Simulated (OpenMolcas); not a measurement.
**A workflow on SiO (SMILES O=[Si])**

We compute a single-point energy (singlet SiO, HF/cc-pVDZ), then a single-point energy (singlet SiO, CASSCF(8,8)/cc-pVDZ), then the energy (singlet SiO, CASPT2(8,8)/cc-pVDZ), then a single-point energy (triplet SiO, CASPT2(8,8)/cc-pVDZ) of OSi. 

The results are computed with OpenMolcas 26.06.

### Step 1. The molecule

SiO: 2 atoms, total charge 0, spin state singlet. SMILES: `O=[Si]`. The shape is that of a PBE0-D4/def2-TZVP optimisation.

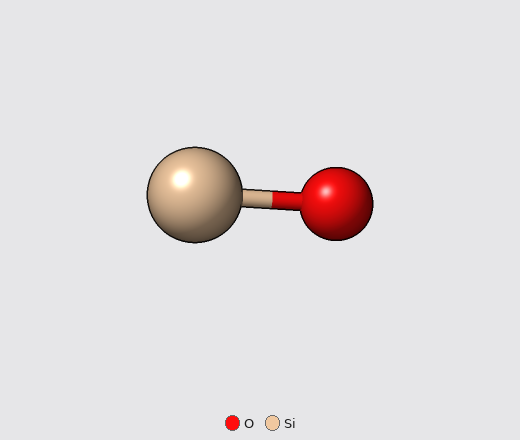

The structure, seen from a chosen angle (oxygen red, silicon light orange).

### Step 2. A single-point energy at HF/cc-pVDZ (run 1)

Input file step1.input:

```
&GATEWAY
 Coord
 2
 bohr
 O     -1.21074753     0.43747160    -0.61227126
 Si     1.21074753    -0.43747160     0.61227126
 Basis=cc-pVDZ
 Group=NoSym

&SEWARD

&SCF
 PrOrbitals=0
```

Run with:

```
export MOLCAS_MEM=1860
pymolcas step1.input > step1.log
```

What it wrote:

```text
--- Start Module: gateway ---
[...]
--- Stop Module: gateway /rc=_RC_ALL_IS_WELL_ ---
--- Start Module: seward ---
[...]
      Basis functions           32
--- Stop Module: seward /rc=_RC_ALL_IS_WELL_ ---
--- Start Module: scf ---
[...]
       Convergence after  10 Iterations
[...]
::    Total SCF energy                               -363.7899221379
[...]
      Total spin, S                                     0.0000000000
[...]
      Total electronic charge=   22.000000
      Total            charge=   -0.000000
[...]
      Dipole Moment (debye):
      Origin of the operator (angstrom)=    0.1746   -0.0631    0.0883
                   X=  2.9054E+00               Y= -1.0498E+00               Z=  1.4692E+00           Total=  3.4208E+00
      Quadrupole Moment (debye*angstrom):
[...]
--- Stop Module: scf /rc=_RC_ALL_IS_WELL_ ---
[...]
```

Run time: 1.7 s. Hardware: 1 thread of Arm Neoverse V1, shared host; peak memory 0.37 GiB.

### Step 3. The energy at CASSCF(8,8)/cc-pVDZ (run 2)

Input file step2.input:

```
>>> EXPORT MOLCAS_PRINT=2
&GATEWAY
Coord
2
bohr
O     -1.21074753     0.43747160    -0.61227126
Si     1.21074753    -0.43747160     0.61227126
Basis=cc-pVDZ
Group=NoSym
&SEWARD
&RASSCF
FileOrb=$CurrDir/step1.ScfOrb
Spin=1
Nactel=8 0 0
Inactive=7
Ras2=8
OrbListing=Nothing
```

Run with:

```
export MOLCAS_MEM=1860
pymolcas step2.input > step2.log
```

What it wrote:

```text
--- Start Module: gateway ---
[...]
--- Stop Module: gateway /rc=_RC_ALL_IS_WELL_ ---
--- Start Module: seward ---
[...]
      Basis functions           32
--- Stop Module: seward /rc=_RC_ALL_IS_WELL_ ---
--- Start Module: rasscf ---
[...]
      Number of active orbitals                  8
[...]
      Spin quantum number                      0.0
[...]
      Active orbitals                            8
[...]
      Number of CSFs                          1764
[...]
      Number of root(s) required                 1
[...]
      Convergence after 21 iterations
[...]
      printout of CI-coefficients larger than  0.05 for root  1
      energy=    -363.919511
      conf/sym  11111111     Coeff  Weight
             1  22220000   0.96437 0.93001
            23  22200020  -0.06236 0.00389
            31  22udu0d0  -0.05135 0.00264
            42  2u2d0ud0  -0.05135 0.00264
            56  u22d00ud   0.05168 0.00267
            58  22022000  -0.10422 0.01086
[...]
      Natural orbitals and occupation numbers for root  1
      sym 1:   1.984795   1.949216   1.949216   1.970873   0.051665   0.051665   0.034288   0.008282
      ************************************************************************************************************************
      *                                                    Final results                                                     *
[...]
::    RASSCF root number  1 Total energy:   -363.91951061
[...]
      Total electronic charge=   22.000000
      Total            charge=   -0.000000
[...]
      Dipole Moment (debye):
      Origin of the operator (angstrom)=    0.1746   -0.0631    0.0883
                   X=  2.0928E+00               Y= -7.5617E-01               Z=  1.0583E+00           Total=  2.4641E+00
      Quadrupole Moment (debye*angstrom):
[...]
--- Stop Module: rasscf /rc=_RC_ALL_IS_WELL_ ---
[...]
```

It took 2.8 s on 1 thread of Arm Neoverse V1, shared host; peak memory 0.37 GiB.

Run 3 isn't shown in full; the table further down has it.

### Step 4. The triplet: a single-point energy at CASPT2(8,8)/cc-pVDZ (ipea shift 0.25 Eh, pt2 variant SS) (run 4)

Input file step4.inp:

```
&GATEWAY
 Coord
 2
 angstrom
 O       -0.640700       0.231500      -0.324000
 Si       0.640700      -0.231500       0.324000
 Basis
 cc-pVDZ
 Group
 NoSym

&SEWARD

&RASSCF
 FileOrb
 $CurrDir/step2.RasOrb
 Spin
 3
 Nactel
 8 0 0
 Inactive
 7
 Ras2
 8
 OrbListing
 Nothing

&CASPT2
 Imaginary
 0.2
```

Run with:

```
export MOLCAS_MEM=1860
pymolcas step4.inp > step4.log
```

What it wrote:

```text
--- Start Module: gateway ---
[...]
--- Stop Module: gateway /rc=_RC_ALL_IS_WELL_ ---
[...]
      Basis functions           32
[...]
--- Start Module: rasscf ---
[...]
      Number of active orbitals                  8
[...]
      Spin quantum number                      1.0
[...]
      Active orbitals                            8
[...]
      Number of CSFs                          2352
[...]
      Number of root(s) required                 1
[...]
      Convergence after 12 iterations
[...]
      printout of CI-coefficients larger than  0.05 for root  1
      energy=    -363.716913
      conf/sym  11111111     Coeff  Weight
             5  22u2u000  -0.68990 0.47596
            10  2u220u00  -0.68992 0.47598
           558  02u2u200   0.07640 0.00584
           564  02u2u020   0.05548 0.00308
           629  0u222u00  -0.07640 0.00584
           637  0u220u20   0.05548 0.00308
      Natural orbitals and occupation numbers for root  1
      sym 1:   1.947928   1.493093   1.493112   1.983894   0.519333   0.519351   0.034509   0.008779
      ************************************************************************************************************************
      *                                                    Final results                                                     *
[...]
::    RASSCF root number  1 Total energy:   -363.71691313
[...]
      Total electronic charge=   22.000000
      Total            charge=   -0.000000
[...]
      Dipole Moment (debye):
      Origin of the operator (angstrom)=    0.1746   -0.0631    0.0883
                   X= -1.5263E-01               Y=  5.5215E-02               Z= -7.6989E-02           Total=  1.7964E-01
      Quadrupole Moment (debye*angstrom):
[...]
--- Stop Module: rasscf /rc=_RC_ALL_IS_WELL_ ---
[...]
--- Start Module: caspt2 ---
[...]
      E2 (Variational):          -0.1723407312
      Total energy:            -363.8892538563
[...]
      Reference weight:           0.94867
[...]
::    CASPT2 Root  1     Total energy:   -363.88925386
[...]
--- Stop Module: caspt2 /rc=_RC_ALL_IS_WELL_ ---
[...]
```

Run time: 3.6 s. Hardware: 1 thread of Arm Neoverse V1, shared host; peak memory 0.37 GiB.

### Step 5. Overview of the runs

```tsv
run	level	active rule	inactive	partner	energy (Eh)	dipole moment (D) of the reference	wall time
1	HF/cc-pVDZ	–	–	base	-363.789922	3.42	1.7 s
2	CASSCF(8,8)/cc-pVDZ	frontier window	7	base	-363.919511	2.46	2.8 s
3	CASPT2(8,8)/cc-pVDZ (ipea shift 0.25 Eh, pt2 variant SS)	frontier window	7	base	-364.062017	2.46	3.3 s
4	CASPT2(8,8)/cc-pVDZ (ipea shift 0.25 Eh, pt2 variant SS)	frontier window	7	triplet	–	–	3.6 s
```

### Step 6. Outcome

| quantity | value |
| --- | --- |
| run 3, CASPT2(8,8)/cc-pVDZ: total energy | -364.06202 Eh |
| run 3, CASPT2(8,8)/cc-pVDZ: dipole moment (CASSCF density) | 2.46 D |

**Reading.** Below the HF energy at the same shape and in the same basis (cc-pVDZ): CASSCF(8,8) -129.6 mEh; CASPT2(8,8) -272.1 mEh. Active-space methods hold only the correlation inside their space unless a perturbation or CI step follows. All runs together took 11 s, the longest 3.6 s. 1 of the 4 runs ended normally but are set aside, since settings or state are in doubt.
